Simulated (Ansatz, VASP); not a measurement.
# PtF2 in two plane-wave programs, part 2 of 2

One calculation is typed for both programs; each brings its own data sets and cutoff. How far apart do they land? The cell is generated by rule, not measured, and may not be a known phase. The cell comes out of the VASP series on this material, whose earlier steps may have relaxed, scaled or displaced it; both programs get it as it stands.

VASP 6.6.1 and Ansatz 0.2.0.

So far. Step 3 (VASP: band structure, PBEsol): The run ends at a pressure of 3.80 GPa, with forces up to 0.0022 eV/Å.

The structure was built from a prototype and need not be the compound's stable phase.

## (5) Ansatz: band structure, PBEsol, spin-orbit coupling

Level of this step: Ansatz beside VASP: Kohn-Sham DFT, plane waves, PBEsol, spin-orbit coupling (Ansatz).

Levels along a path test the potential and the projectors away from the mesh points.

The cell comes out of the VASP series on this material, whose earlier steps may have relaxed, scaled or displaced it; both programs get it as it stands.

File input.yaml:

```yaml
crystal:
  lattice:
    - [2.941561819, 0.0, 0.0]
    - [-1.470780909, 2.547467262, 0.0]
    - [0.0, 0.0, 5.30178]
  atoms:
    - { symbol: Pt, position: [0.0, 0.0, 0.0] }
    - { symbol: F, position: [0.333333333, 0.666666667, 0.2753036815] }
    - { symbol: F, position: [0.666666667, 0.333333333, 0.7246963185] }
hamiltonian:
  xc: pbesol
  pseudopotentials: { kind: paw_fr }
magnetization:
  noncollinear: true
  spin_orbit: true
kpoints:
  mp_grid: { grid: [10, 10, 6] }
  band_path:
    path:
      - [0.0, 0.0, 0.0]
      - [0.13333, 0.0, 0.0]
      - [0.3, 0.0, 0.0]
      - [0.46667, 0.0, 0.0]
      - [0.46667, 0.06667, 0.0]
      - [0.41111, 0.17778, 0.0]
      - [0.35556, 0.28889, 0.0]
      - [0.28889, 0.28889, 0.0]
      - [0.17778, 0.17778, 0.0]
      - [0.06667, 0.06667, 0.0]
      - [0.0, 0.0, 0.03333]
      - [0.0, 0.0, 0.2]
      - [0.0, 0.0, 0.36667]
      - [0.0, 0.0, 0.5]
      - [0.16667, 0.0, 0.5]
      - [0.3, 0.0, 0.5]
      - [0.46667, 0.0, 0.5]
      - [0.46667, 0.06667, 0.5]
      - [0.41111, 0.17778, 0.5]
      - [0.35556, 0.28889, 0.5]
      - [0.28889, 0.28889, 0.5]
      - [0.17778, 0.17778, 0.5]
      - [0.06667, 0.06667, 0.5]
      - [0.5, 0.0, 0.46667]
      - [0.5, 0.0, 0.3]
      - [0.5, 0.0, 0.13333]
      - [0.33333, 0.33333, 0.0]
      - [0.33333, 0.33333, 0.16667]
      - [0.33333, 0.33333, 0.33333]
      - [0.33333, 0.33333, 0.5]
    npoints: 1
scf:
  occupations: { method: gaussian, width: 0.02 }
  n_extra_bands: 14
output:
  forces: true
  stress: true
  eigenvalues: true
  write_density: true
  write_potential: true
  elf: true
  volumetric_format: npy
```

Run with:

```sh
$ ansatz run input.yaml --threads 2 --pin off --max-ram 4608MiB --backend cpu --events-out ev --progress --plain --runs-dir out
```

Numbers of over 12 decimals in the logs are rounded to 6 here.

What it wrote:

```text
[...]
non-collinear run that drives no moment, with spin-orbit: no starting moment large enough to seed its density (crystal.atoms[].spin), no starting occupations that ask for one, no magnetisation constraint and no magnetic field, so the semilocal B_xc is pinned to zero
Crystal: 3 atoms, lattice volume = 39.729 Å³
[...]
k-point 0: bands = [... 28 lower, 7.3037, 7.3037, 8.9336, 8.9336, 9.2131, 9.2131, 9.6038, 9.6038, ... 10 higher]
  k-point 1: bands = [... 28 lower, 7.3200, 7.3200, 8.9670, 8.9670, 9.2249, 9.2249, 9.7873, 9.7873, ... 10 higher]
  k-point 2: bands = [... 28 lower, 7.3446, 7.3446, 9.0154, 9.0154, 9.2484, 9.2484, 10.1916, 10.1916, ... 10 higher]
  k-point 71: bands = [... 28 lower, 8.3876, 8.3876, 9.6794, 9.6794, 9.7681, 9.7681, 15.6160, 15.6160, ... 10 higher]
[key lines of the parts left out:]
SCF converged after 11 iterations
Magnetization: |M| = 0.0000 μB,  M = (+0.0000, +0.0000, +0.0000) μB
Free energy (F): -14013.734954 eV
Fermi energy:    9.501191 eV
P = ⅓ Tr σ = 5.0578 GPa (50.578 kbar)
```

The job ended after 33 s (2 threads of Arm Neoverse N1, shared host; peak memory 0.51 GiB; 63 s of CPU time).

## (6) VASP: band structure, PBEsol, spin-orbit coupling

The same cell, functional, mesh and smearing now go to VASP, with its own data sets and cutoff.

File INCAR:

```
SYSTEM = PtF2
PREC = Accurate
ENCUT = 520
EDIFF = 1E-06
NELM = 100
ISMEAR = 0
SIGMA = 0.02
LREAL = .FALSE.
ALGO = Normal
GGA = PS
LNONCOLLINEAR = .TRUE.
MAGMOM = 0 0 0 0 0 0 0 0 0
NBANDS = 36
GGA_COMPAT = .FALSE.
LASPH = .TRUE.
LSORBIT = .TRUE.
LMAXMIX = 4
LORBIT = 11
LWAVE = .FALSE.
LCHARG = .FALSE.
KPAR = 4
ISIF = 2
```

File POSCAR:

```
PtF2
1.0
    2.9415618190      0.0000000000      0.0000000000
   -1.4707809090      2.5474672620      0.0000000000
    0.0000000000      0.0000000000      5.3017800000
Pt F
1 2
Direct
    0.0000000000      0.0000000000      0.0000000000
    0.3333333330      0.6666666670      0.2753036815
    0.6666666670      0.3333333330      0.7246963185
```

File KPOINTS:

```
Automatic mesh
0
Gamma
10 10 6
0 0 0
```

File KPOINTS_OPT:

```
Line mode
16
Line-mode
Reciprocal
  0.00000000   0.00000000   0.00000000 GAMMA
  0.50000000   0.00000000   0.00000000 M

  0.50000000   0.00000000   0.00000000 M
  0.33333333   0.33333333   0.00000000 K

  0.33333333   0.33333333   0.00000000 K
  0.00000000   0.00000000   0.00000000 GAMMA

  0.00000000   0.00000000   0.00000000 GAMMA
  0.00000000   0.00000000   0.50000000 A

  0.00000000   0.00000000   0.50000000 A
  0.50000000   0.00000000   0.50000000 L

  0.50000000   0.00000000   0.50000000 L
  0.33333333   0.33333333   0.50000000 H

  0.33333333   0.33333333   0.50000000 H
  0.00000000   0.00000000   0.50000000 A

  0.50000000   0.00000000   0.50000000 L
  0.50000000   0.00000000   0.00000000 M

  0.33333333   0.33333333   0.00000000 K
  0.33333333   0.33333333   0.50000000 H
```

The projector-augmented-wave data sets are Pt and F (PBE family, release 64).

Run with:

```sh
$ mpirun -np 4 vasp_ncl
```

What it wrote:

```text
[banner, memory and clock lines left out]
running    4 mpi-ranks, on    1 nodes
[...]
[... a notice as in an earlier step ...]

 LDA part: xc-table for (Slater+PW92), standard interpolation
 POSCAR, INCAR and KPOINTS ok, starting setup
[...]
entering main loop
       N       E                     dE             d eps       ncg     rms          rms(c)
DAV:   1     0.163019353100E+03    0.16302E+03   -0.13125E+04  5224   0.129E+03
DAV:   2    -0.589898004199E+01   -0.16892E+03   -0.16012E+03  5856   0.320E+02
DAV:   3    -0.138650163056E+02   -0.79660E+01   -0.78078E+01  6024   0.679E+01
DAV:   4    -0.139282080487E+02   -0.63192E-01   -0.63146E-01  5812   0.651E+00
[...]
DAV:  13    -0.119486171385E+02    0.24947E-05   -0.90125E-06  5988   0.279E-02    0.916E-03
DAV:  14    -0.119486185909E+02   -0.14523E-05   -0.62701E-06  5784   0.235E-02    0.580E-03
DAV:  15    -0.119486181027E+02    0.48813E-06   -0.16060E-06  4544   0.125E-02
   1 F= -.11948618E+02 E0= -.11948237E+02  d E =-.761908E-03  mag=     0.0000     0.0000     0.0000
 Start KPOINTS_OPT (optional k-point list driver)
k-point batch [1-72\144]
       N       E                     dE             ncg
DAV:   1     0.622889319996E+04   -0.28578E+05     5192
DAV:   2    -0.602040792742E+04   -0.12249E+05     5944
DAV:   3    -0.655685551684E+04   -0.53645E+03     5876
DAV:   4    -0.656152826035E+04   -0.46727E+01     5900
DAV:   5    -0.656159022894E+04   -0.61969E-01     5764
DAV:   6    -0.656159159126E+04   -0.13623E-02     5908
DAV:   7    -0.656159162783E+04   -0.36575E-04     5772
DAV:   8    -0.656159162873E+04   -0.89190E-06     4016
k-point batch [73-144\144]
       N       E                     dE             ncg
DAV:   1     0.563474496596E+04   -0.60452E+05     5200
DAV:   2    -0.598474796724E+04   -0.11619E+05     5884
DAV:   3    -0.652803648655E+04   -0.54329E+03     6036
DAV:   4    -0.653318748947E+04   -0.51510E+01     5888
DAV:   5    -0.653325569027E+04   -0.68201E-01     5864
DAV:   6    -0.653325719714E+04   -0.15069E-02     5960
DAV:   7    -0.653325723746E+04   -0.40318E-04     5888
DAV:   8    -0.653325723843E+04   -0.97706E-06     3936
```

OUTCAR, selected parts (step 6):

```text
  Total        1.1753863      1.1753863      1.2875899      0.0000000     -0.0000000      0.0000000
  in kB       47.4004971     47.4004971     51.9253981      0.0000000     -0.0000000      0.0000000
  external PRESSURE =      48.9087975 kB  Pullay stress =       0.0000000 kB

 POSITION                                       TOTAL-FORCE (eV/Angst)
 -----------------------------------------------------------------------------------
      0.00000      0.00000      0.00000        -0.000000      0.000000      0.000000
     -0.00000      1.69831      1.45960         0.000000      0.000000      0.403049
      1.47078      0.84916      3.84218        -0.000000      0.000000     -0.403049
 -----------------------------------------------------------------------------------
    total drift:                                0.000000     -0.000000     -0.000000

  FREE ENERGIE OF THE ION-ELECTRON SYSTEM (eV)
  ---------------------------------------------------
  free  energy   TOTEN  =       -11.9486181027 eV

  energy  without entropy=      -11.9478561946  energy(sigma->0) =      -11.94823715

 magnetization (x)
# of ion       s       p       d       tot
------------------------------------------
    1       -0.000   0.000   0.000  -0.000
    2       -0.000   0.000   0.000  -0.000
    3       -0.000  -0.000   0.000  -0.000
--------------------------------------------------
tot         -0.000  -0.000   0.000  -0.000

 magnetization (y)
# of ion       s       p       d       tot
------------------------------------------
    1        0.000   0.000  -0.000  -0.000
    2        0.000   0.000   0.000   0.000
    3        0.000   0.000   0.000   0.000
--------------------------------------------------
tot          0.000   0.000  -0.000   0.000

 magnetization (z)
# of ion       s       p       d       tot
------------------------------------------
    1        0.000   0.000   0.000   0.000
    2        0.000   0.000   0.000   0.000
    3        0.000   0.000   0.000   0.000
--------------------------------------------------
tot          0.000   0.000   0.000   0.000

[... 1 part as in an earlier step ...]

[... 2 further parts left out ...]
[key lines of the parts left out:]
E-fermi :   3.5566
```

The run ends at a pressure of 4.89 GPa, with forces up to 0.40 eV/Å.

## (7) Side by side

What differs besides the data sets and the points named for the pairs above, as far as they apply: spin-orbit coupling enters by fully relativistic files in Ansatz and inside the spheres in VASP; the data sets hold 32 valence electrons in Ansatz (fully relativistic PAW (standard-fr) files) and 24 in VASP. Total energies have different zeros and are not compared.

Both answers:

```tsv
quantity	Ansatz	VASP	difference
pressure (GPa)	5.06	4.89	+0.17
```

Forces (eV/Å; atoms numbered as in POSCAR):

```tsv
atom	Ansatz x, y, z	VASP x, y, z
Pt1	0.000, 0.000, 0.000	0.000, 0.000, 0.000
F2	0.000, 0.000, 0.402	0.000, 0.000, 0.403
F3	0.000, 0.000, -0.402	0.000, 0.000, -0.403
```

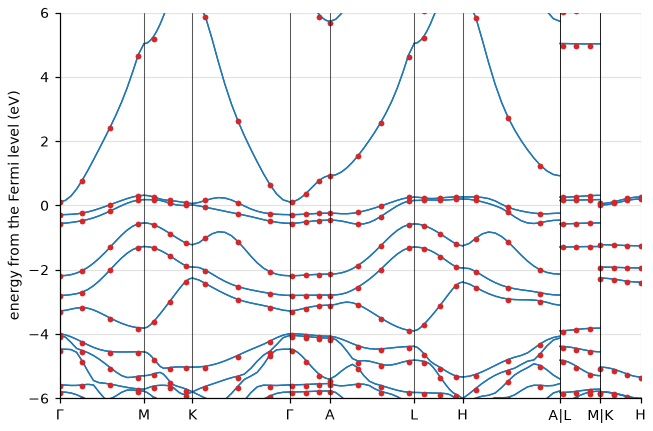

Bands from VASP (lines) and levels from Ansatz (dots). Dots without a line are higher empty bands that the VASP plot leaves out.

The forces differ by 0.7 meV/Å r.m.s., which is 0.4 % of the r.m.s. force of 0.19 eV/Å (both taken over all components). Levels from 3 eV below to 2 eV above the Fermi level differ by 12 meV r.m.s. and 27 meV at most; each VASP level is matched to the nearest of Ansatz, which flatters the figure a little. Ansatz's pressure holds a Pulay correction of 0.68 GPa; VASP's holds none.

## (8) Results

```yaml
r_m_s_difference_of_levels_near_the_fermi_level_band_structure_pbesol: 6.7 meV
r_m_s_force_difference_band_structure_pbesol: 12 meV/Å
r_m_s_difference_of_levels_near_the_fermi_level_band_structure_pbesol_spin_orbit_coupling: 12 meV
```

The r.m.s. force difference is 12 meV/Å (band structure, PBEsol), at about the 12 meV/Å picked in this series as the mark of a large difference. How closely two codes agree says nothing of how well the functional describes the real material.

[Lines on the potential files, build, host, timing and source positions are cut from VASP's logs without a mark.]

[Logs are printed without paths, hosts, clocks, repeated set-up lines and the standing remarks that a program may print on its own settings, such as how far it seeks lower states.]

[Hosts, paths, dates, database ids (printed as entryN), source tags and the programs' standing remarks are cut or masked in the printed files.]
